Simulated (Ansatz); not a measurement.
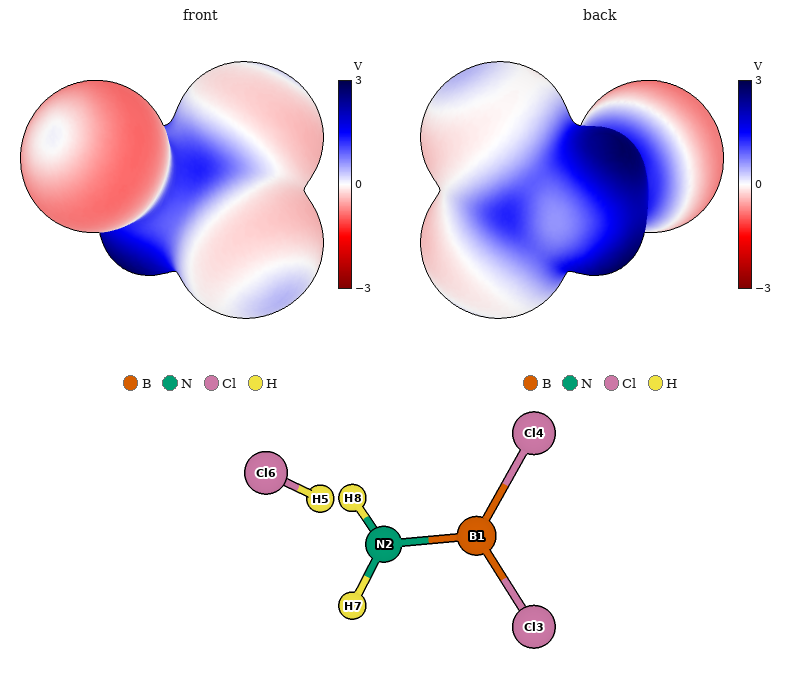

Figure. BCl₂H₂N···HCl. The molecular electrostatic potential painted on the density surface at 0.002 e/bohr³, seen from the front and from behind; the colour scale runs from red (negative) to blue (positive). The bare structure is drawn below in the same view.

These are results of RKS PBE0/6-31G* (Ansatz 0.2.0), not measurements.

```xyz
8

B    -1.1378    0.1066   -0.0724
N    -0.0385   -0.6499    0.3651
Cl   -1.7924   -0.1566   -1.6824
Cl   -1.8215    1.3395    0.9776
H     1.5645    0.4667   -0.2454
Cl    2.7158    1.0021   -0.5340
H     0.2630   -1.4703   -0.1443
H     0.2468   -0.6379    1.3356
```

Where is the surface potential most negative and most positive?

The most negative region (about −0.9 V) lies over Cl6, the most positive (about +2.8 V) over H7 and H8. Cl3 shows a σ-hole: about +0.4 V at the tip opposite its bond, against about −0.1 V on its flanks. Cl4 shows a σ-hole: about +0.4 V at the tip opposite its bond, against about −0.1 V on its flanks.
